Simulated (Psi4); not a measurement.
# Two attempts at AlNH3S (SMILES [NH2][Al][SH])

Wanted: the energy in a field of AlNH3S, UM06-2X/pcSseg-2 (density fitting, dipole perturbation λ (added as +λ·μ, a field of −λ) (0, 0.001, 0) a.u.).

The results are computed with Psi4 1.11.

1 further run of the same task is left out (set aside as unsound or not needed).

### 1 The structure to begin with

AlNH3S: 6 atoms, total charge 0, spin state doublet. SMILES: `[NH2][Al][SH]`. Geometry: relaxed at PBE0-D4/def2-TZVP. This is one conformer, not always the lowest.

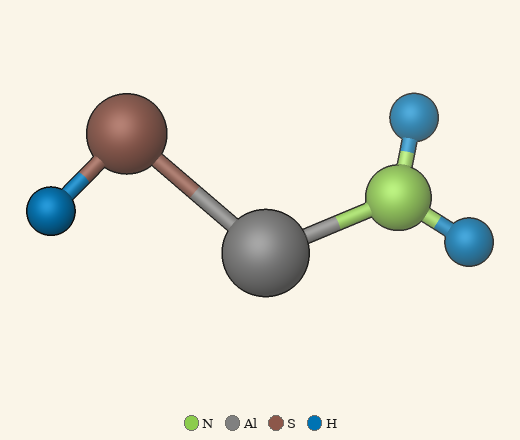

The structure, seen from a chosen angle (nitrogen green, aluminium grey, sulfur brown, hydrogen blue).

### 2 The input as first written

Input file calc.in:

```
memory 1600 mb

molecule m {
  0 2
  N     -0.909500     0.196700    -0.977100
  Al     0.142900    -0.793800     0.045400
  S      1.372100     0.308200     1.511800
  H     -0.980700     1.201900    -0.933300
  H     -1.523300    -0.168400    -1.686700
  H      1.940700    -0.808600     1.993700
  units bohr
  symmetry c1
  no_reorient
  no_com
}

set {
  reference      uks
  scf_type       mem_df
  perturb_h      true
  perturb_with   dipole
  perturb_dipole [0.0, 0.001, 0.0]
  maxiter        60
}

result = energy('m06-2x/pcSseg-2')
```

Run with:

```
$ psi4 calc.in calc.out -n 1
```

calc.out:

```text
[...]
  Running in c1 symmetry.
[...]
  Nuclear repulsion =  230.833219698621605
[...]
  Multiplicity = 2
[...]
  Nalpha       = 20
  Nbeta        = 19
[...]
    Number of basis functions: 164
[...]
   @DF-UKS iter   1:  -690.82564696045779    6.83610e+00   1.26987e-02 ADIIS/DIIS
[...]
   @DF-UKS iter  12:  -692.10609911485540   -5.83952e-08   3.97083e-07 DIIS
[...]
   @S^2 Observed:                7.525577252E-01
[...]
    Orbital Energies [Eh]
    ---------------------
    Alpha Occupied:
       1A    -89.863222     2A    -56.850337     3A    -14.746396
       4A     -8.342954     5A     -6.266753     6A     -6.258567
       7A     -6.225252     8A     -4.615130     9A     -3.192090
      10A     -3.079539    11A     -3.023941    12A     -1.245652
      13A     -1.012103    14A     -0.949626    15A     -0.593101
      16A     -0.585262    17A     -0.441848    18A     -0.439228
      19A     -0.254866    20A     -0.168487
    Alpha Virtual:
      21A      0.039760    22A      0.041458    23A      0.051092
      24A      0.100572    25A      0.118253    26A      0.140941
[...]
  @DF-UKS Final Energy:  -692.10609911485540
   => Energetics <=
    Nuclear Repulsion Energy =            230.8332196986216047
    One-Electron Energy =               -1408.7591227840700867
    Two-Electron Energy =                 511.7613054492902620
    DFT Exchange-Correlation Energy =     -25.9415014786971518
    Empirical Dispersion Energy =           0.0000000000000000
    VV10 Nonlocal Energy =                  0.0000000000000000
    Total Energy =                       -692.1060991148553967
[...]
 Multipole Moments:
 ------------------------------------------------------------------------------------
     Multipole            Electronic (a.u.)      Nuclear  (a.u.)        Total (a.u.)
 ------------------------------------------------------------------------------------
 L = 1.  Multiply by 2.5417464519 to convert [e a0] to [Debye]
 Dipole X            :        -17.4352383           16.8815000           -0.5537383
 Dipole Y            :          4.3234587           -3.7864000            0.5370587
 Dipole Z            :        -17.8429399           17.3130000           -0.5299399
 Magnitude           :                                                    0.9358923
[...]
```

Wall time 49 s (1 thread of Intel Xeon Platinum 8223CL at 3.00GHz (Skylake/Cascade Lake), shared host); peak memory 0.94 GiB.

### 3 Diagnosis

It ran to the end. The result can't be trusted all the same.

The fault: the coordinates are read in the wrong unit, so the molecule is scaled by the ratio of bohr to ångström. As the program read them, the closest atoms are 0.53 Å apart, against 1.01 Å in the sound input.

### 4 Second attempt

Input file alh3ns.inp:

```
memory 1.6 GB

molecule geom {
  0 2
  N     -0.909500     0.196700    -0.977100
  Al     0.142900    -0.793800     0.045400
  S      1.372100     0.308200     1.511800
  H     -0.980700     1.201900    -0.933300
  H     -1.523300    -0.168400    -1.686700
  H      1.940700    -0.808600     1.993700
  units angstrom
  symmetry c1
  no_reorient
  no_com
}

set {
  reference                 uks
  scf_type                  mem_df
  perturb_h                 true
  perturb_with              dipole
  perturb_dipole            [0.0, 0.001, 0.0]
  level_shift               1.0
  orbital_optimizer_package ooo
  maxiter                   80
}

e_tot, wfn = energy('m06-2x/pcSseg-2', return_wfn=True)
```

Run with:

```
$ psi4 -n 1 alh3ns.inp alh3ns.out
```

alh3ns.out:

```text
[...]
  Running in c1 symmetry.
[...]
  Nuclear repulsion =  122.146527747680921
[...]
  Multiplicity = 2
[...]
  Nalpha       = 20
  Nbeta        = 19
[...]
    Number of basis functions: 164
[...]
   @DF-UKS iter   1:  -696.91577515602171   -3.69920e-01   5.38310e-03 DIIS/ADIIS
[...]
   @DF-UKS iter  10:  -697.22080980077965   -7.12007e-08   5.40633e-07 DIIS
[...]
   @S^2 Observed:                7.522830262E-01
[...]
    Orbital Energies [Eh]
    ---------------------
    Alpha Occupied:
       1A    -89.878362     2A    -56.858983     3A    -14.719974
       4A     -8.243242     5A     -6.164539     6A     -6.163877
       7A     -6.160900     8A     -4.388333     9A     -2.893234
      10A     -2.891693    11A     -2.888787    12A     -0.933377
      13A     -0.797861    14A     -0.552303    15A     -0.512209
      16A     -0.453230    17A     -0.388673    18A     -0.341920
      19A     -0.312215    20A     -0.244318
    Alpha Virtual:
      21A     -0.003044    22A      0.031167    23A      0.044326
      24A      0.062439    25A      0.095373    26A      0.106482
[...]
  @DF-UKS Final Energy:  -697.22080980077965
   => Energetics <=
    Nuclear Repulsion Energy =            122.1465277476809206
    One-Electron Energy =               -1207.2390844060187192
    Two-Electron Energy =                 412.7710160864147610
    DFT Exchange-Correlation Energy =     -24.8992692288565856
    Empirical Dispersion Energy =           0.0000000000000000
    VV10 Nonlocal Energy =                  0.0000000000000000
    Total Energy =                       -697.2208098007796480
[...]
 Multipole Moments:
 ------------------------------------------------------------------------------------
     Multipole            Electronic (a.u.)      Nuclear  (a.u.)        Total (a.u.)
 ------------------------------------------------------------------------------------
 L = 1.  Multiply by 2.5417464519 to convert [e a0] to [Debye]
 Dipole X            :        -32.2764655           31.9014116           -0.3750540
 Dipole Y            :          6.6343974           -7.1552590           -0.5208616
 Dipole Z            :        -33.1808934           32.7168284           -0.4640650
 Magnitude           :                                                    0.7920345
[...]
```

Wall time 23 s (1 thread of Intel Xeon Platinum 8223CL at 3.00GHz (Skylake/Cascade Lake), shared host); peak memory 1.3 GiB.

### 5 Summary of results

Level: UM06-2X/pcSseg-2 (density fitting, dipole perturbation λ (added as +λ·μ, a field of −λ) (0, 0.001, 0) a.u.).

| quantity | value |
| --- | --- |
| total energy | -697.22081 Eh |
| dipole moment | 2.01 D |
| ⟨S²⟩ | 0.752 |

The first attempt's energy was +139.178 eV off this one.
